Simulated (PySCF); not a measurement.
## C₆H₁₂Si: NMR shielding calculation

The run: NMR shielding calculation of C₆H₁₂Si, SMILES CC(C)C1=C[SiH2]C1. Method and program: GIAO PBE0/pcSseg-1 NMR shielding, non-relativistic, gas phase (PySCF 2.14.0).

The geometry comes from this level: GFN2-xTB. Figures and captions count atoms from 1; the log counts them from 0 in places.

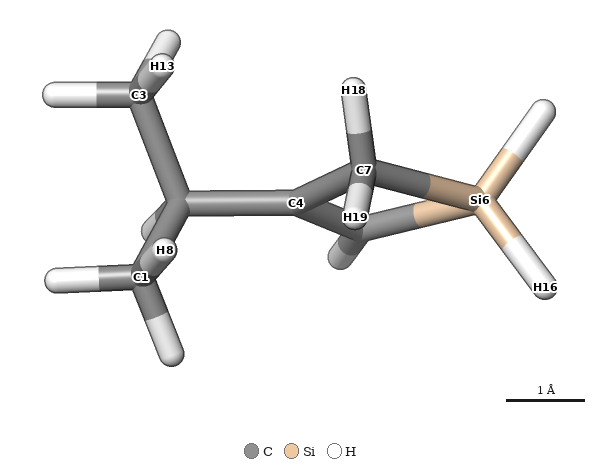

Fig. 1: The structure as given in the input (stick view, seen at a tilt; atoms are numbered from 1 in the order of the input).

Summary

| quantity | value |
| --- | --- |
| outcome | converged |
| total energy | −524.862435 hartree |
| HOMO | −7.20 eV |
| LUMO | 0.24 eV |
| dipole moment | 0.72 D |
| isotropic shielding, C | 3.5 to 173.3 ppm |
| isotropic shielding, Si | 401.2 ppm |
| isotropic shielding, H | 26.0 to 30.6 ppm |
| hardware | 1 CPU thread, shared host |
| wall time | 60 s |
| peak memory | 0.85 GiB |

Input file
```
{"job": {"kind": "nmr", "xc": "PBE0", "basis": "pcSseg-1"}, "charge": 0, "multiplicity": 1}
C     -1.357494    -1.532400     0.412723
C     -1.050253    -0.242979    -0.353290
C     -1.852420     0.926369     0.223808
C      0.413280     0.055019    -0.307274
C      1.295446     0.155085    -1.311761
Si     2.761934     0.534537    -0.196572
C      1.223359     0.313490     0.943165
H     -1.111461    -1.415634     1.465637
H     -2.414285    -1.778030     0.332411
H     -0.777177    -2.360379     0.010614
H     -1.336405    -0.381448    -1.403359
H     -2.919450     0.732330     0.137851
H     -1.612845     1.068319     1.275185
H     -1.622877     1.845496    -0.311515
H      1.091719     0.033613    -2.364317
H      3.805605    -0.481826    -0.062085
H      3.333447     1.880597    -0.240634
H      0.887686     1.187690     1.499054
H      1.232386    -0.530598     1.631167
```

The first line tells a small driver script what to run in PySCF; the rest is the geometry in Å.

Launch command:
```bash
OMP_NUM_THREADS=1 python <driver script> task.json out
```

Log
```
coarse grid: 15584 points
cycle   1  E = -524.7532746187  dE =  6.923e-01  |g| = 4.887e-01  |ddm| = 3.807e+00
cycle   2  E = -524.7247894380  dE =  2.849e-02  |g| = 5.827e-01  |ddm| = 1.086e+00
cycle   3  E = -524.8185411062  dE = -9.375e-02  |g| = 4.565e-02  |ddm| = 6.754e-01
cycle   4  E = -524.8189373737  dE = -3.963e-04  |g| = 2.772e-02  |ddm| = 8.077e-02
cycle   5  E = -524.8191189493  dE = -1.816e-04  |g| = 7.456e-03  |ddm| = 2.918e-02
cycle   6  E = -524.8191301467  dE = -1.120e-05  |g| = 3.214e-03  |ddm| = 9.424e-03
cycle   7  E = -524.8191327963  dE = -2.650e-06  |g| = 3.174e-04  |ddm| = 3.354e-03
final grid: 143640 points
cycle   8  E = -524.8624145039  dE = -3.831e-05  |g| = 8.745e-03  |ddm| = 3.581e-02
cycle   9  E = -524.8624006107  dE =  1.389e-05  |g| = 1.124e-02  |ddm| = 2.030e-02
cycle  10  E = -524.8624343348  dE = -3.372e-05  |g| = 1.705e-03  |ddm| = 1.274e-02
cycle  11  E = -524.8624350467  dE = -7.119e-07  |g| = 2.972e-04  |ddm| = 1.805e-03
cycle  12  E = -524.8624350672  dE = -2.057e-08  |g| = 8.330e-05  |ddm| = 3.532e-04
cycle  13  E = -524.8624350689  dE = -1.619e-09  |g| = 2.653e-05  |ddm| = 9.930e-05
cycle  14  E = -524.8624350690  dE = -1.742e-10  |g| = 4.529e-06  |ddm| = 3.243e-05
```

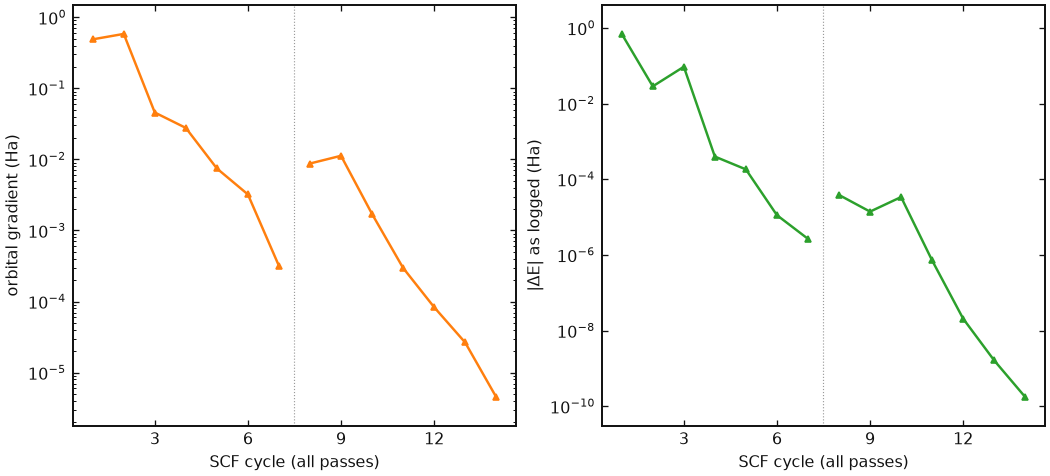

Fig. 2: Convergence of the self-consistent field: orbital gradient and size of the energy change against the SCF cycle. The dotted line marks the change from a coarse to the final integration grid. The first 7 cycles use a coarse grid, the final grid takes over at cycle 8, and the field converges after 14 cycles in all.

```
converged SCF energy = -524.8624350690

GIAO shielding tensors (ppm)
atom      isotropic    diamagn.    paramagn.     s11        s22        s33       span
  0 C      164.371     248.007     -83.637    148.564    157.374    187.174     38.611
  1 C      145.868     242.904     -97.036    136.547    138.822    162.235     25.689
  2 C      164.367     248.006     -83.639    148.552    157.383    187.166     38.614
  3 C        3.547     262.288    -258.741   -130.356     11.012    129.986    260.342
  4 C       56.423     254.259    -197.836    -37.018     61.390    144.897    181.915
  5 Si     401.230     880.983    -479.754    366.448    402.595    434.646     68.198
  6 C      173.309     250.470     -77.162    158.962    172.123    188.842     29.880
  7 H       30.534      31.364      -0.830     27.041     29.978     34.583      7.542
  8 H       30.594      30.036       0.558     26.579     28.077     37.126     10.547
  9 H       30.619      30.781      -0.162     26.499     28.297     37.060     10.562
 10 H       29.141      32.939      -3.799     26.637     27.430     33.355      6.717
 11 H       30.593      30.043       0.550     26.578     28.075     37.126     10.549
 12 H       30.533      31.365      -0.832     27.044     29.970     34.585      7.541
 13 H       30.618      30.790      -0.172     26.498     28.298     37.058     10.561
 14 H       25.987      33.611      -7.624     24.409     25.054     28.499      4.091
 15 H       26.888      29.385      -2.497     23.943     24.902     31.817      7.874
 16 H       26.886      29.383      -2.497     23.941     24.899     31.819      7.877
 17 H       29.965      31.364      -1.399     25.986     29.032     34.878      8.892
 18 H       29.964      31.360      -1.396     25.983     29.036     34.872      8.889
```

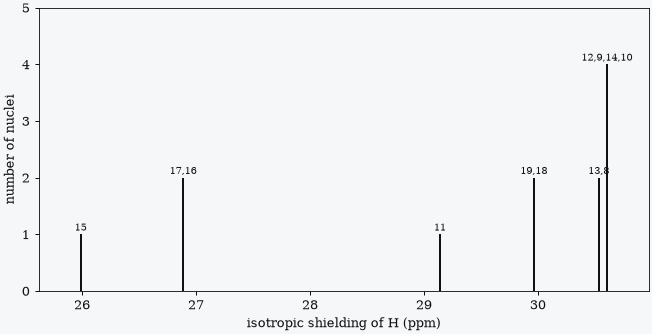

Fig. 3: Isotropic shieldings of the hydrogen nuclei in this fixed geometry, labelled by atom number; shielding grows to the right, so chemical shift grows to the left. The least shielded is H15 (26.0 ppm), the most shielded H10 (30.6 ppm).

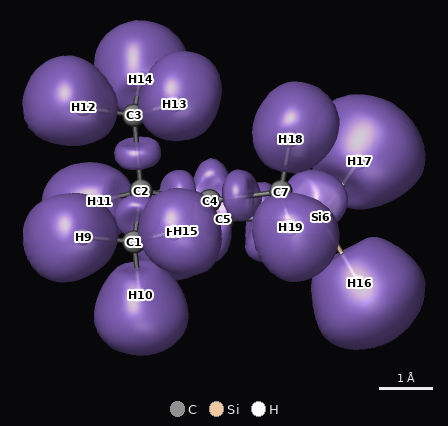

Fig. 4: Isosurface of the ELF at 0.8 (purple), seen at an oblique angle. Core shells and regions of very low density are left out. Along the contacts the grid gives the following. C–C (1.34 Å): the ELF peaks at about 0.90 between the atoms; a multiple bond by its length, whose ELF region spreads away from the axis. C–Si (1.88 Å): the ELF peaks at about 0.95 between the atoms, which marks localised, shared-pair bonding.

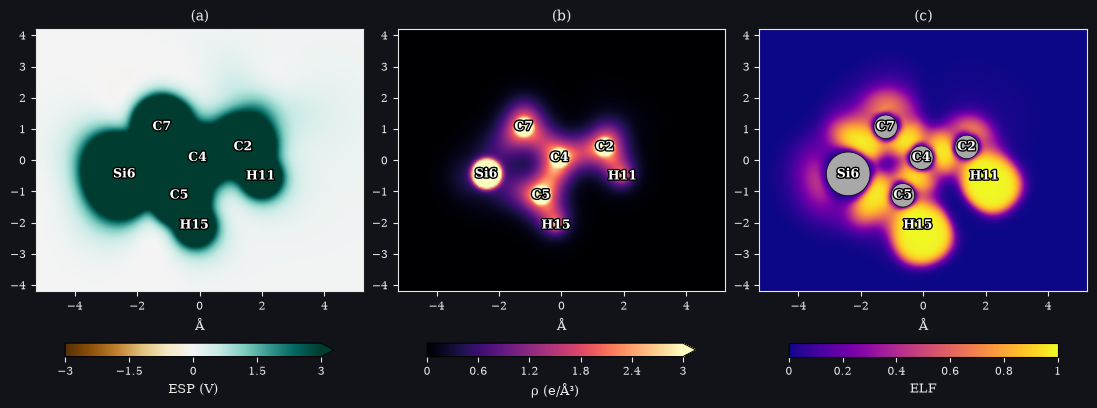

Fig. 5: (a) molecular electrostatic potential; (b) total electron density; (c) electron localisation function on the plane of atoms C5, Si6 and C7. Grey discs, where drawn, cover atomic cores. The section cuts through C, Si and H sites. C–Si (1.88 Å): ρ at the midpoint is about 0.89 e/Å³; the ELF peaks at about 0.95 between the atoms (a shared electron pair). C–H (1.08 Å): ρ at the midpoint is about 2 e/Å³; the ELF climbs to about 1 towards the hydrogen, as it does in any bond to H (a covalent bond by its length). The potential has no marked negative region in this plane.
